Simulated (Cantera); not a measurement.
Charge: 1 mol CH2F2, 0.22 mol H2, equilibrated at 0.00133 bar.

Method: chemical equilibrium by Gibbs-energy minimisation in Cantera with the NASA 1993 tables (ideal gas, pure condensed phases). Candidate condensed phases: C, C6H6, C7H8, C8H18; 95 gas species. Kinetics and transport are ignored.

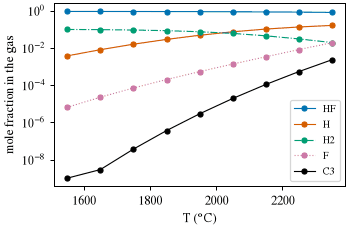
Equilibrium gas composition (values under 1e-9 drawn at 1e-9)

### Question
Read off the mole fractions at 1850 °C.

### Answer
HF about 0.89, H2 about 0.083, H about 0.028, F about 0.00020, C3 about 3.6e-7.
